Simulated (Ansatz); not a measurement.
# Single-point calculation of AlN3H8

- system: AlN3H8
- method: RKS PBE0-D4/def2-TZVPP (Ansatz 0.2.0)

The geometry is the reactant side of a reaction. The reaction was set up to form Al1–N6 and H2–H5 and to break Al1–H2 and H5–N6 (atoms counted from 1 in the order of the input); sticks are drawn by distance alone. The geometry comes from this level: PBE0-D4/def2-TZVP.

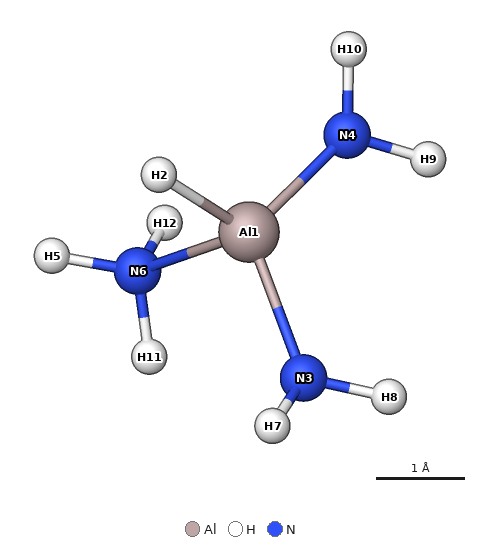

*The structure (ball-and-stick view, seen at a tilt; atoms are numbered from 1 in the order of the input). Sticks mark near contacts.*

Bond lengths as drawn: Al–H 1.60 Å, Al–N 1.81 to 2.06 Å and H–N 1.01 to 1.02 Å.

## Summary

```csv
quantity,value
outcome,converged
total energy,−11194.1960 eV
mean-field energy,−11194.0247 eV
dispersion energy,−0.1713 eV
SCF solution under orbital rotations,stable
HOMO,−6.14 eV
LUMO,0.42 eV
hardware,"4 threads of Arm Neoverse V1, 23 GiB of memory available, shared host"
wall time,2.7 s (CPU time 10 s)
peak memory,0.52 GiB
```

## Input
```yaml
crystal:
  periodic: [false, false, false]
  atoms:
    - {symbol: Al, position_ang: [0.077504, -0.029291, 0.643949]}
    - {symbol: H, position_ang: [0.860409, -0.888624, 1.748943]}
    - {symbol: N, position_ang: [0.650043, 1.648813, 0.248013]}
    - {symbol: N, position_ang: [-1.704287, -0.319983, 0.463082]}
    - {symbol: H, position_ang: [1.426177, -1.698358, -0.949447]}
    - {symbol: N, position_ang: [0.726570, -0.975533, -1.071062]}
    - {symbol: H, position_ang: [1.499775, 2.013019, 0.652221]}
    - {symbol: H, position_ang: [-0.002683, 2.413105, 0.159669]}
    - {symbol: H, position_ang: [-2.345120, 0.410790, 0.193173]}
    - {symbol: H, position_ang: [-2.187270, -0.945214, 1.090016]}
    - {symbol: H, position_ang: [1.097746, -0.249369, -1.675839]}
    - {symbol: H, position_ang: [-0.098764, -1.379555, -1.502617]}
basis:
  gaussian: {orbitals: def2-TZVPP}
hamiltonian: {xc: pbe0, dispersion: d4}
output: {orbitals: {seedname: orbitals}}
```

Run as:
```bash
ansatz run in.yaml --threads 4 --pin off --events-out ev --progress --plain --max-ram 9574MiB
```

## The program's output
```
Functional definition: PBE0
  name "PBE0"
  cite "Adamo & Barone, J. Chem. Phys. 110, 6158 (1999) doi:10.1063/1.478522"
  cite "Perdew, Burke & Ernzerhof, Phys. Rev. Lett. 77, 3865 (1996) doi:10.1103/PhysRevLett.77.3865"
  parent pbe
  parameter a = 0.25
  parameter kappa = 0.804
  parameter beta = 0.06672455060314922
  exchange = (1 - a)*pbe_x(kappa = kappa, mu = beta*pi^2/3) + a*exact_x
  correlation = pbe_c(beta = beta)
1237 factors; their error is unknown
mean field evaluation 1: about -11176.6763 eV, gradient 9.7e1 eV
mean field evaluation 2: about -11154.1664 eV, gradient 1.3e2 eV
mean field evaluation 4: about -11193.9032 eV, gradient 7.7e0 eV
mean field evaluation 8: about -11194.0075 eV, gradient 3.2e-2 eV
mean field evaluation 16: about -11194.0247 eV, gradient 1.4e-5 eV
mean field -11194.02466816 eV, -411.3728189725 hartree, gradient 1.4e-5 eV, S^2 0.000000; 0 other end points of the search recorded, 0 dependent functions left out
reference -11194.02470151 eV, -411.3728201979 hartree; 21, 21 occupied and 226, 226 virtual orbitals, 1237 factors
Total energy: -11194.19601374 eV, -411.3791158065 hartree
```

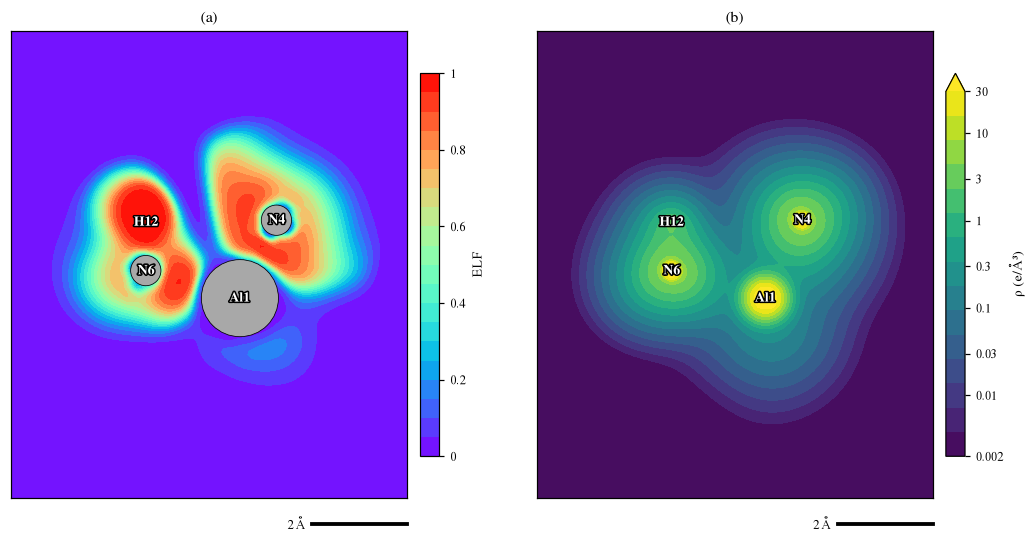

*(a) ELF; (b) total electron density on the plane of atoms Al1, N6 and H12. Grey discs, where drawn, cover atomic cores.*

The section cuts through Al, N and H sites. Al–N (1.81 Å): ρ at the midpoint is about 0.79 e/Å³; the ELF peaks at about 0.95 in the valence shell of N, 0.7 Å from its nucleus, and is about 0.60 at the midpoint. Al–N (2.06 Å): ρ is about 0.47 e/Å³ halfway; the ELF peaks at about 0.95 in the valence shell of N, 0.7 Å from its nucleus, and is about 0.75 at the midpoint.

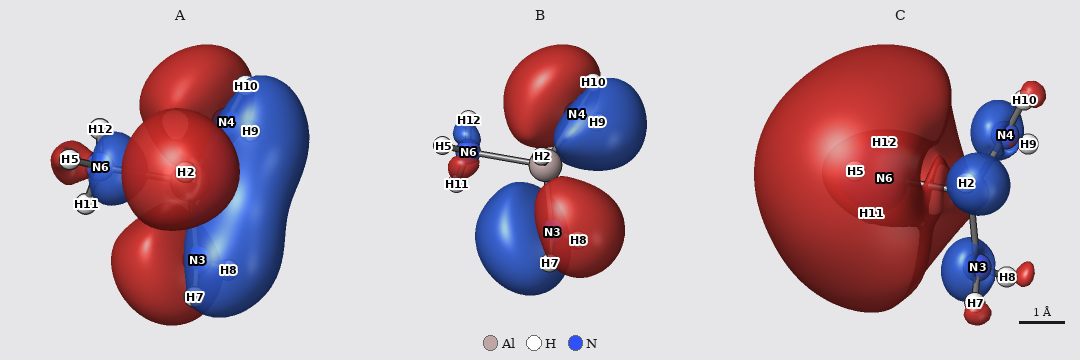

*Three frontier orbitals at ±0.05 Å⁻³ᐟ² (blue and red are the two phases).*

A is the HOMO−1 (−6.47 eV). Its weight (Hirshfeld) is mainly on N4 (35 %), N3 (30 %), Al1 (15 %) and H2 (10 %). B is the HOMO (−6.14 eV). C is the LUMO (0.42 eV). Its weight (Hirshfeld) is mainly on H5 (25 %), H11 (15 %), H12 (15 %), N6 (15 %) and Al1 (15 %). The HOMO–LUMO gap is 6.56 eV between the orbital energies.

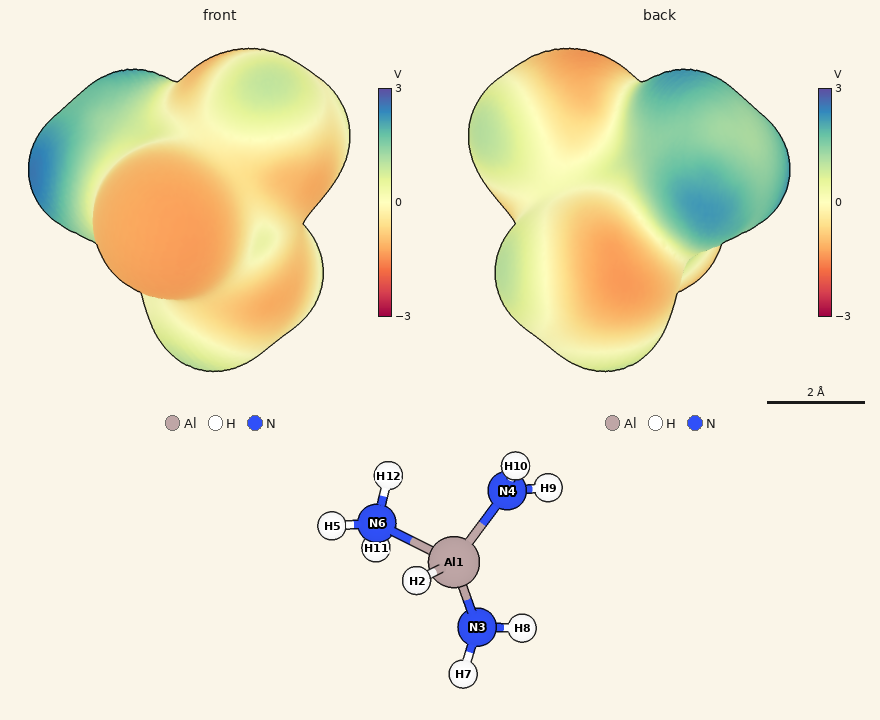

*The electrostatic potential painted on the density surface at 0.002 e/bohr³, seen at a tilt and from behind; the colour scale runs from red (negative) to blue (positive). The bare structure is drawn below in the same view.*

A positive charge is drawn to the negative regions and a negative charge to the positive ones.

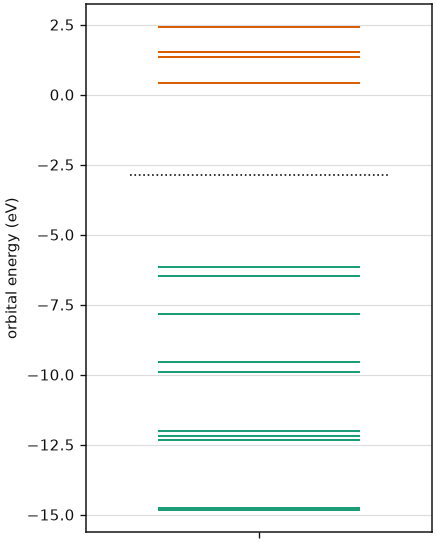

*Orbital energies near the frontier; the dotted line parts filled from empty levels, and levels within 0.02 eV of each other stand side by side.*

Highest filled −6.14 eV, lowest empty 0.42 eV, 6.56 eV apart.
